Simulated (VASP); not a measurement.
Band structure of P (black). Level of theory: PBE GGA with D3 dispersion (zero damping), VASP's PBE PAW potentials (set 64) (plane waves; VASP).

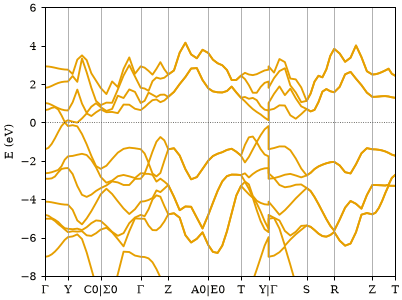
Bands along high-symmetry lines, zero at the valence-band maximum or, without a gap, the Fermi level

Q: Read the plot: is there a gap, and where are the band edges?

A: It has no gap at this level: it comes out as a metal or semimetal. (Edges off the drawn lines would not show.)

Measured: gap 0.35 eV (computed value off by -0.35 eV), as given by Das et al., (2018), arXiv:1807.05623.

The compound is P in the black structure. It was relaxed first.
